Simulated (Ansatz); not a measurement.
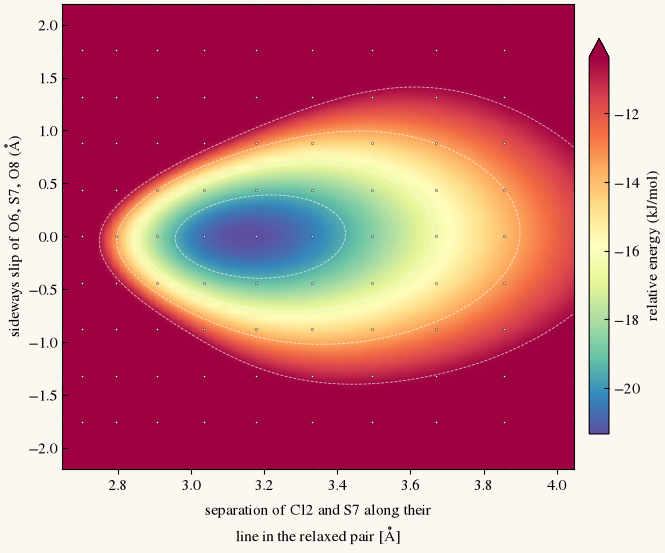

The pair ClH₃Si···O₂S. The first coordinate is: separation of Cl2 and S7 along their line in the relaxed pair; the second: sideways slip of O6, S7, O8. Nothing is relaxed (both partners rigid). Grid: 11 × 11 points. Points are written as (first, second). Energies are in kJ/mol, from the two partners far apart, frozen as in the relaxed pair, each in its own basis (no counterpoise correction). Theory: RKS PBE-D4/def2-SVPD in Ansatz 0.2.0.

In the figure: a smooth colour map with a few white contour lines, dots at the grid points, one colour for all values above the top of the scale. Between grid points the surface is interpolated.

Q: Estimate the position of the minimum and the force constants in these coordinates.

A: The interpolated minimum is at the first coordinate ≈ 3.150 Å, sideways slip of O6, S7, O8 ≈ 0.00 Å. The curvatures there are about 0.76 eV/Å² and 0.28 eV/Å², with a cross term of about −0.03 eV/Å². Round the minimum the two coordinates are weakly coupled (coupling −0.06 in units of the two stiffnesses). (1 eV is 96.5 kJ/mol.)
